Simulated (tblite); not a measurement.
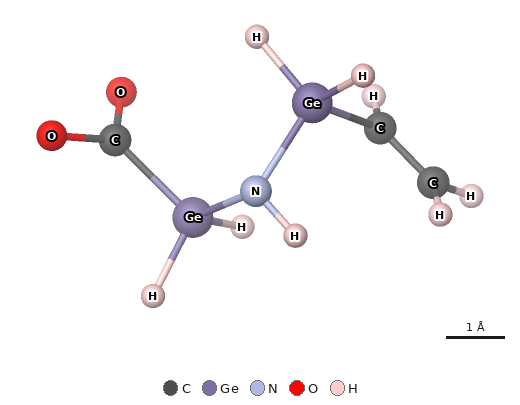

Figure 1. The starting structure (ball-and-stick view, seen on its broad side). Sticks mark near contacts.

## Geometry relaxation of C3H8Ge2NO2 (charge −1)

- system: C3H8Ge2NO2, charge −1, SMILES C=[CH][GeH2][NH][GeH2][C](=O)[O-]
- method: GFN2-xTB geometry optimisation, gas phase (tblite 0.8.0)

It belongs to a series of runs on one base structure; here: H on Ge replaced by COO-.

**What the program printed**
```
step      E/eV     max force
  0    -695.59524    7.049
  1    -696.47150    1.844
  2    -696.56115    1.222
  3    -696.66093    0.932
  4    -696.71917    0.800
  5    -696.77035    0.964
  6    -696.86971    1.126
  7    -696.96033    1.045
  8    -697.01390    0.935
  9    -697.05155    0.374
 10    -697.07509    0.305
 11    -697.09213    0.335
 12    -697.10583    0.355
 13    -697.11600    0.190
 14    -697.12128    0.156
 15    -697.12624    0.194
 16    -697.12987    0.212
 17    -697.13407    0.158
 18    -697.13674    0.102
 19    -697.13877    0.100
 20    -697.14104    0.156
 21    -697.14428    0.186
 22    -697.14789    0.181
 23    -697.15095    0.162
 24    -697.15336    0.112
 25    -697.15565    0.155
 26    -697.15828    0.157
 27    -697.16107    0.133
 28    -697.16336    0.113
 29    -697.16515    0.096
 30    -697.16688    0.135
 31    -697.16885    0.156
 32    -697.17114    0.155
 33    -697.17351    0.131
 34    -697.17537    0.091
 35    -697.17651    0.076
 36    -697.17725    0.075
 37    -697.17781    0.074
 38    -697.17835    0.070
 39    -697.17890    0.070
 40    -697.17950    0.081
 41    -697.18017    0.089
 42    -697.18088    0.074
 43    -697.18150    0.077
 44    -697.18198    0.060
 45    -697.18236    0.055
 46    -697.18272    0.066
 47    -697.18312    0.061
 48    -697.18355    0.054
 49    -697.18401    0.070
 50    -697.18455    0.091
 51    -697.18512    0.090
 52    -697.18561    0.069
 53    -697.18601    0.070
 54    -697.18641    0.069
 55    -697.18692    0.089
 56    -697.18775    0.100
 57    -697.18880    0.101
 58    -697.19015    0.115
 59    -697.19188    0.123
 60    -697.19397    0.156
 61    -697.19608    0.163
 62    -697.19798    0.123
 63    -697.19978    0.116
 64    -697.20167    0.133
 65    -697.20390    0.153
 66    -697.20632    0.150
 67    -697.20792    0.125
 68    -697.20905    0.250
 69    -697.21115    0.135
 70    -697.21304    0.077
 71    -697.21671    0.185
 72    -697.21918    0.147
 73    -697.22197    0.220
 74    -697.22440    0.219
 75    -697.22684    0.115
 76    -697.22991    0.133
 77    -697.23226    0.146
 78    -697.23471    0.198
 79    -697.23774    0.135
 80    -697.24145    0.303
 81    -697.24557    0.202
 82    -697.24931    0.137
 83    -697.25305    0.157
 84    -697.25745    0.166
 85    -697.26101    0.127
 86    -697.26223    0.135
 87    -697.26323    0.210
 88    -697.26482    0.103
 89    -697.26580    0.065
 90    -697.26813    0.057
 91    -697.26917    0.077
 92    -697.27008    0.089
 93    -697.27092    0.096
 94    -697.27278    0.095
 95    -697.27404    0.100
 96    -697.27560    0.113
 97    -697.27707    0.134
 98    -697.27911    0.180
 99    -697.28187    0.167
100    -697.28426    0.358
101    -697.28910    0.142
102    -697.29328    0.134
103    -697.29549    0.237
104    -697.29797    0.125
105    -697.30050    0.270
106    -697.30176    0.201
107    -697.30383    0.206
108    -697.30501    0.083
109    -697.30575    0.075
110    -697.30638    0.070
111    -697.30692    0.051
112    -697.30737    0.084
113    -697.30790    0.067
114    -697.30854    0.095
115    -697.30939    0.110
116    -697.31064    0.149
117    -697.31222    0.151
118    -697.31363    0.183
119    -697.31475    0.075
120    -697.31568    0.118
121    -697.31676    0.082
122    -697.31793    0.079
123    -697.31892    0.078
124    -697.31955    0.068
125    -697.32035    0.102
126    -697.32113    0.066
127    -697.32212    0.085
128    -697.32293    0.081
129    -697.32381    0.108
130    -697.32455    0.104
131    -697.32524    0.094
132    -697.32576    0.071
133    -697.32612    0.040
134    -697.32633    0.046
135    -697.32649    0.040
136    -697.32666    0.034
137    -697.32690    0.036
138    -697.32715    0.038
139    -697.32737    0.027
140    -697.32753    0.032
141    -697.32768    0.028
142    -697.32787    0.036
143    -697.32813    0.044
144    -697.32848    0.063
145    -697.32886    0.064
146    -697.32920    0.049
147    -697.32946    0.076
148    -697.32965    0.059
149    -697.32991    0.043
150    -697.33016    0.042
151    -697.33036    0.039
152    -697.33060    0.054
153    -697.33091    0.089
154    -697.33123    0.105
155    -697.33151    0.097
156    -697.33177    0.083
157    -697.33206    0.065
158    -697.33242    0.067
159    -697.33285    0.071
160    -697.33336    0.074
161    -697.33400    0.078
162    -697.33461    0.097
163    -697.32998    0.774
164    -697.33538    0.050
165    -697.33570    0.043
166    -697.33638    0.187
167    -697.33676    0.088
168    -697.33720    0.058
169    -697.33843    0.088
170    -697.33876    0.120
171    -697.33894    0.085
172    -697.33910    0.105
173    -697.33938    0.043
174    -697.33969    0.090
175    -697.33990    0.076
176    -697.34021    0.041
177    -697.34039    0.027
178    -697.34056    0.028
179    -697.34065    0.022
180    -697.34071    0.030
181    -697.34077    0.017
182    -697.34084    0.029
183    -697.34098    0.041
184    -697.34111    0.048
185    -697.34128    0.037
186    -697.34144    0.039
187    -697.34155    0.046
188    -697.34156    0.058
189    -697.34163    0.029
190    -697.34165    0.028
191    -697.34168    0.022
192    -697.34170    0.014
193    -697.34171    0.009
```

**Trajectory as extended XYZ (Å, eV, eV/Å), 7 of the 194 frames kept, from step=0 to step=193**
```
16
Properties=species:S:1:pos:R:3:forces:R:3 step=0 energy=-695.59524
C    -2.7209    0.2212   -0.4572   -0.5070  -0.0410  -0.3620
C    -1.8131   -0.7091   -0.2506    0.0240  -0.3620   0.1430
Ge   -0.4345   -0.4678    1.0966    1.0160  -0.1570   0.2870
N     0.5640    1.0663    0.6987   -1.3150   0.1380   0.0990
Ge    1.4318    0.7608   -0.9109    0.8520   0.1010  -0.4160
C     2.7506   -0.6108   -0.7134    6.2280  -1.9070   2.6960
O     2.5280   -1.7693   -1.1377   -0.3910   1.4330   0.1990
O     3.9552   -0.3258   -0.0553   -5.5190  -0.3920  -2.8590
H    -2.7248    1.1420    0.1189   -0.1130  -0.1570  -0.1860
H    -3.4959    0.0721   -1.2092    0.0640   0.3530   0.1700
H    -1.8210   -1.6305   -0.8253   -0.0280   0.1760   0.0030
H     0.4749   -1.7124    1.1343   -0.3600   0.5560   0.1130
H    -1.1232   -0.2887    2.4877    0.2120   0.0830  -0.2780
H    -0.1081    1.8375    0.5478    0.4470  -0.3430   0.2980
H     0.4026    0.3508   -1.9987   -0.1320   0.2810  -0.0240
H     2.1268    2.0728   -1.3562   -0.4770   0.2390   0.1160
16
Properties=species:S:1:pos:R:3:forces:R:3 step=32 energy=-697.17114
C    -2.8518    0.1335   -0.4757   -0.0190  -0.0570   0.0330
C    -1.9067   -0.7528   -0.2091   -0.0310   0.0070   0.0360
Ge   -0.4266   -0.4019    1.0550   -0.0430  -0.0250  -0.1470
N     0.6377    0.9606    0.6040   -0.0850  -0.0370   0.0970
Ge    1.6464    0.8398   -1.0738   -0.0030   0.0600  -0.0160
C     3.1368   -0.9812   -0.6332   -0.0370   0.0260   0.0420
O     2.5966   -1.9367   -1.0717    0.0080  -0.0080  -0.0110
O     4.0616   -0.5387   -0.0469    0.0290  -0.0380  -0.0150
H    -2.9072    1.0728    0.0620    0.0290  -0.0780  -0.0520
H    -3.6195   -0.0175   -1.2282    0.0450   0.0000   0.0430
H    -1.8786   -1.6790   -0.7748    0.0010   0.0810   0.0060
H     0.3726   -1.6679    1.2222    0.0140   0.0170   0.0060
H    -1.0524   -0.1030    2.4262    0.0100   0.0480   0.0190
H     0.1247    1.8324    0.5938    0.0400   0.0140   0.0260
H     0.3357    0.7634   -2.0791    0.0200   0.0360  -0.0340
H     1.7231    2.4850   -1.2012    0.0230  -0.0450  -0.0330
16
Properties=species:S:1:pos:R:3:forces:R:3 step=64 energy=-697.20167
C    -2.9764   -0.0632   -0.4236   -0.0070   0.0170  -0.0020
C    -1.8832   -0.7878   -0.2582   -0.0420   0.0170  -0.0050
Ge   -0.4219   -0.3018    0.9823   -0.0760   0.0860   0.0680
N     0.6687    1.0445    0.5668   -0.0280   0.0190   0.0540
Ge    1.7382    0.9080   -1.0575    0.0550  -0.0180  -0.0950
C     3.0258   -1.0812   -0.6418   -0.0180   0.0640  -0.0250
O     2.3524   -1.9800   -1.0103    0.0010  -0.0020   0.0150
O     4.0364   -0.7303   -0.1409   -0.0060  -0.0490   0.0070
H    -3.1298    0.8588    0.1191    0.0330  -0.0260   0.0970
H    -3.7818   -0.3245   -1.1006    0.0720  -0.0400  -0.0670
H    -1.7586   -1.6840   -0.8545    0.0090  -0.0070   0.0210
H     0.4205   -1.5156    1.2497   -0.0200  -0.0690   0.0040
H    -1.1153    0.0606    2.3159    0.0500   0.0030  -0.0580
H     0.2322    1.9548    0.6056   -0.0440  -0.0130  -0.0040
H     0.4938    1.1423   -2.1260    0.0080   0.0160  -0.0160
H     2.0913    2.5083   -1.0565    0.0120   0.0000   0.0060
16
Properties=species:S:1:pos:R:3:forces:R:3 step=96 energy=-697.27560
C    -3.0346   -0.5350   -0.2615    0.0550  -0.0830  -0.0210
C    -1.7391   -0.8024   -0.2823   -0.0470   0.0830  -0.0600
Ge   -0.4085   -0.0900    0.9773   -0.0270  -0.0310   0.0250
N     0.6284    1.2328    0.3648   -0.0440   0.0220   0.0100
Ge    1.8820    1.0176   -1.0995   -0.0180  -0.0340   0.0100
C     2.5582   -1.1863   -0.7542    0.0020  -0.0460  -0.0570
O     1.6218   -1.9001   -0.9207    0.0090   0.0780   0.0390
O     3.7023   -1.1426   -0.4402   -0.0480  -0.0290   0.0060
H    -3.4904    0.0201    0.5452    0.0580   0.0390   0.0430
H    -3.7176   -0.8726   -1.0321   -0.0060  -0.0190  -0.0020
H    -1.3369   -1.3534   -1.1226    0.0220  -0.0480  -0.0190
H     0.4427   -1.1988    1.5446   -0.0330   0.0680  -0.0120
H    -1.2163    0.4852    2.1557    0.0290   0.0000   0.0060
H     0.1324    2.1115    0.2907    0.0580  -0.0350  -0.0100
H     1.1049    2.0186   -2.1777    0.0000  -0.0130   0.0450
H     2.8630    2.2042   -0.6178   -0.0090   0.0450  -0.0010
16
Properties=species:S:1:pos:R:3:forces:R:3 step=129 energy=-697.32381
C    -2.9787   -0.7213   -0.2334   -0.0310   0.0280  -0.0400
C    -1.6680   -0.8139   -0.3586   -0.0010  -0.0270   0.0090
Ge   -0.3941   -0.0292    0.9141    0.0070   0.0130  -0.0210
N     0.6884    1.2827    0.3400   -0.0040  -0.0260   0.0180
Ge    2.0626    1.1017   -0.9654   -0.0260   0.0180  -0.0110
C     2.3308   -1.1599   -0.7899    0.0870   0.0590   0.0260
O     1.2186   -1.5938   -0.7494   -0.0550  -0.0350  -0.0130
O     3.4730   -1.4949   -0.7353    0.0140  -0.0140  -0.0380
H    -3.4205   -0.2110    0.6104   -0.0240  -0.0160   0.0150
H    -3.6734   -1.1369   -0.9550   -0.0020   0.0160   0.0290
H    -1.2532   -1.3191   -1.2179    0.0290  -0.0230  -0.0140
H     0.3825   -1.0686    1.6826   -0.0220   0.0280   0.0160
H    -1.2893    0.6491    1.9781   -0.0040  -0.0080   0.0130
H     0.2244    2.1773    0.2921    0.0070   0.0170  -0.0110
H     1.3666    1.9679   -2.1732    0.0170  -0.0210   0.0400
H     2.9228    2.3787   -0.4695    0.0090  -0.0080  -0.0170
16
Properties=species:S:1:pos:R:3:forces:R:3 step=161 energy=-697.33400
C    -2.9660   -0.7387   -0.2567    0.0080  -0.0030  -0.0340
C    -1.6525   -0.8475   -0.3385   -0.0260   0.0270   0.0270
Ge   -0.4304    0.0027    0.9387    0.0670   0.0140   0.0190
N     0.6794    1.2996    0.3743   -0.0090  -0.0470   0.0000
Ge    2.0667    1.0951   -0.9058    0.0100  -0.0300   0.0070
C     2.3458   -1.1575   -0.8585   -0.0250  -0.0430  -0.0080
O     1.2593   -1.6000   -0.6089    0.0600   0.0430   0.0200
O     3.4636   -1.5206   -1.0765   -0.0610   0.0470   0.0110
H    -3.4276   -0.1919    0.5540    0.0050  -0.0040  -0.0100
H    -3.6466   -1.1806   -0.9743   -0.0070  -0.0140  -0.0060
H    -1.2014   -1.3924   -1.1534   -0.0310  -0.0310  -0.0400
H     0.3059   -0.9878    1.8021    0.0040   0.0050   0.0030
H    -1.3782    0.7340    1.9186   -0.0100  -0.0050   0.0330
H     0.2179    2.1921    0.2890   -0.0080   0.0300  -0.0070
H     1.4112    1.9507   -2.1243    0.0140   0.0120   0.0140
H     2.9452    2.3517   -0.4102    0.0070  -0.0020  -0.0270
16
Properties=species:S:1:pos:R:3:forces:R:3 step=193 energy=-697.34171
C    -2.9265   -0.7782   -0.3048    0.0010   0.0020   0.0000
C    -1.6117   -0.8984   -0.3140    0.0030   0.0020   0.0020
Ge   -0.4364    0.0208    0.9666    0.0000   0.0000   0.0060
N     0.6608    1.3141    0.3614    0.0000   0.0000   0.0000
Ge    2.0430    1.0978   -0.9026    0.0000   0.0020  -0.0030
C     2.2657   -1.1285   -0.9033   -0.0060   0.0020  -0.0020
O     1.2956   -1.5655   -0.3426   -0.0080  -0.0010  -0.0020
O     3.2642   -1.5303   -1.4301    0.0080  -0.0050  -0.0010
H    -3.4227   -0.1815    0.4477   -0.0010   0.0010  -0.0040
H    -3.5742   -1.2628   -1.0259    0.0010   0.0000  -0.0020
H    -1.1369   -1.4983   -1.0770    0.0020  -0.0050   0.0010
H     0.2614   -0.8960    1.9350    0.0030  -0.0010   0.0010
H    -1.4375    0.7997    1.8660    0.0000   0.0010   0.0000
H     0.2095    2.2134    0.2979   -0.0020   0.0000   0.0020
H     1.5030    2.0801   -2.0675   -0.0010   0.0000   0.0010
H     3.0351    2.2226   -0.3373    0.0010   0.0020  -0.0010
```

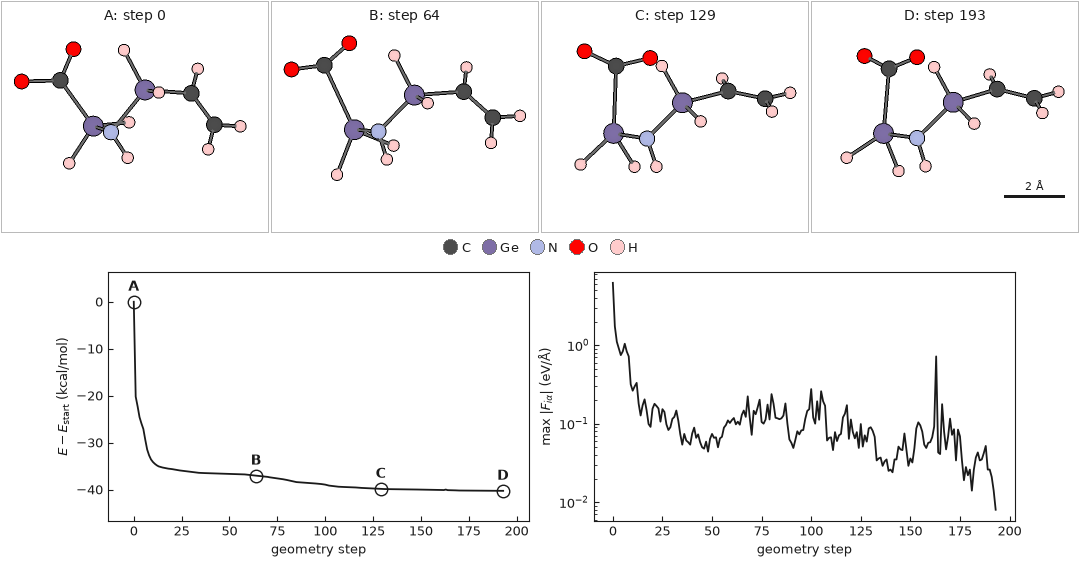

Figure 2. Frames of the relaxation (ball-and-stick view, seen at a tilt) above the curves, on which the letters mark them (steps are counted from 0).

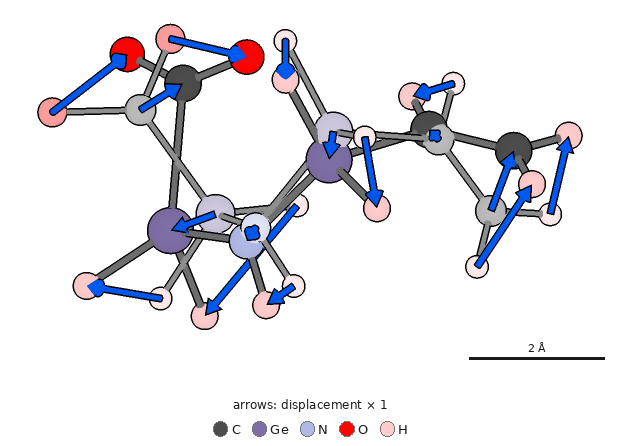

Figure 3. Start (faint) and end (solid) with the displacements as blue arrows, at true length (ball-and-stick view, seen at a tilt). The two geometries are laid on each other by the best rigid fit. The atom that moves furthest after the best rigid fit is H15 (2.15 Å). Largest moves by element: H 2.15 Å, O 2.09 Å, C 0.96 Å, Ge 0.71 Å, N 0.34 Å. Among the contacts that change: Ge5–C6 1.913 → 2.237 Å, C6–O8 1.402 → 1.198 Å, Ge3–N4 1.873 → 1.801 Å, Ge5–H15 1.553 → 1.617 Å. Among the angles that change: C6–Ge5–H16 109.1° → 129.6°, C6–Ge5–H15 109.9° → 129.6°, O7–C6–O8 120.0° → 139.0°. The energy falls by 40.3 kcal/mol in 193 geometry steps. The largest force component goes from 6.2 to 0.008 eV/Å. (Atoms are counted from 1 in the order of the input.)

This output came from the following input.

**Input**
```
{"job": {"kind": "relax", "xc": "GFN2-xTB", "basis": "xTB"}, "charge": -1, "multiplicity": 1}
C     -2.720900     0.221200    -0.457200
C     -1.813100    -0.709100    -0.250600
Ge    -0.434500    -0.467800     1.096600
N      0.564000     1.066300     0.698700
Ge     1.431800     0.760800    -0.910900
C      2.750600    -0.610800    -0.713400
O      2.528000    -1.769300    -1.137700
O      3.955200    -0.325800    -0.055300
H     -2.724800     1.142000     0.118900
H     -3.495900     0.072100    -1.209200
H     -1.821000    -1.630500    -0.825300
H      0.474900    -1.712400     1.134300
H     -1.123200    -0.288700     2.487700
H     -0.108100     1.837500     0.547800
H      0.402600     0.350800    -1.998700
H      2.126800     2.072800    -1.356200
```

The first line tells a small driver script what to run in tblite; the rest is the geometry in Å.

Launch command:
```bash
OMP_NUM_THREADS=1 python <driver script> task.json out
```

**Results in brief**

```csv
quantity,value
outcome,converged
total energy,−697.3417 eV
hardware,"1 CPU thread, shared host"
wall time,1.7 s
peak memory,0.18 GiB
```
